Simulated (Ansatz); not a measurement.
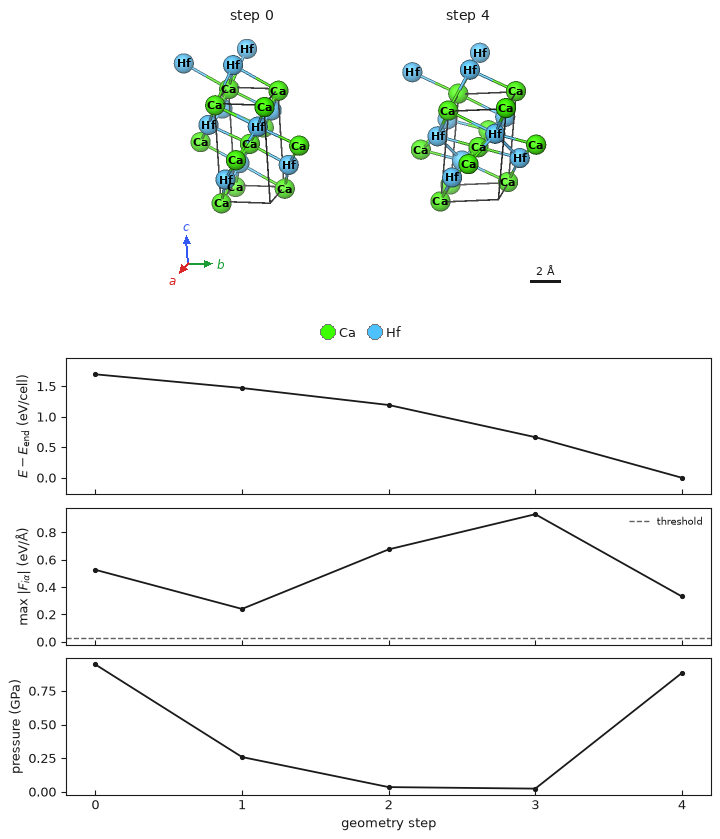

First and last geometry of a relaxation of crystalline CaHf (a generated structure, set up in P1) (coarse preliminary run), with the history of the run. The picture is a ball-and-stick view of the cell of the calculation, reduced to other axes, seen slightly off an axis. Lengths and directions refer to the drawn axes.

Method: DFT PBE, scalar-relativistic, plane waves, PAW in Ansatz.

Input file:
```yaml
crystal:
  lattice:
    - [0.0268745362, -3.1966405443, -3.1746977092]
    - [-3.0609284191, 0.0032180308, -3.1510412038]
    - [3.0721280711, 3.1368706802, -6.3165000905]
  atoms:
    - { symbol: Ca, position: [1.0225179815, 0.9570776968, -0.0129094798] }
    - { symbol: Ca, position: [0.5020862548, 0.5315639878, 0.5066448287] }
    - { symbol: Hf, position: [0.2066957789, 0.2490195121, 0.2730828841] }
    - { symbol: Hf, position: [0.7686999848, 0.7623388033, 0.733181767] }
basis:
  ecutwfc: 420
kpoints:
  mp_grid: { grid: [6, 6, 6] }
hamiltonian:
  xc: pbe
scf:
  occupations: { method: gaussian, width: 0.2 }
  lower_state_search: "off"
output:
  forces: true
  stress: true
  eigenvalues: true
relax:
  adjacent_minimum: "off"
  f_tol: 0.025
  max_steps: 60
  cell: { stress_tol: 0.25 }
```

Command:
```bash
ansatz run input.yaml --threads 1 --pin off --max-ram 2560MiB --backend cpu --events-out ev --progress --plain --runs-dir out
```

Q: Did the run converge, and what did it change?

A: The run was cut off at its time limit before the relaxation converged, so the last structure is only a point on the way. The atom that moves furthest relative to the cell is Hf4 (0.35 Å along [0 2 −3]). By element the largest moves are Hf 0.35 Å, Ca 0.29 Å. The volume changes by −0.3 %, with a 4.393 → 4.294 Å (−2.2 %), b 4.447 → 5.109 Å (+14.9 %), c 7.580 → 7.140 Å (−5.8 %), α 74.5° → 65.0°, β 74.7° → 75.2°, γ 61.3° → 60.3°. Some distances before and after: Hf3–Hf4 4.054 → 3.000 Å, Ca1–Hf3 3.070 → 3.490 Å, Ca1–Hf4 3.029 → 3.402 Å, Ca1–Hf4 (another image) 3.190 → 3.540 Å. New bonds form: Hf3–Hf4 (4.05 → 3.00 Å). Among the angles between lasting bonds that change: Ca2–Hf4–Ca2 93.1° → 120.5°, Hf4–Ca2–Hf4 93.1° → 120.5°, Hf3–Ca2–Hf4 85.1° → 60.2°. The space group stays P1 (No. 1). Over 4 geometry steps the energy falls by 1.697 eV per cell of the calculation. The largest force component goes from 0.53 to 0.33 eV/Å. The pressure goes from 0.95 to 0.88 GPa.
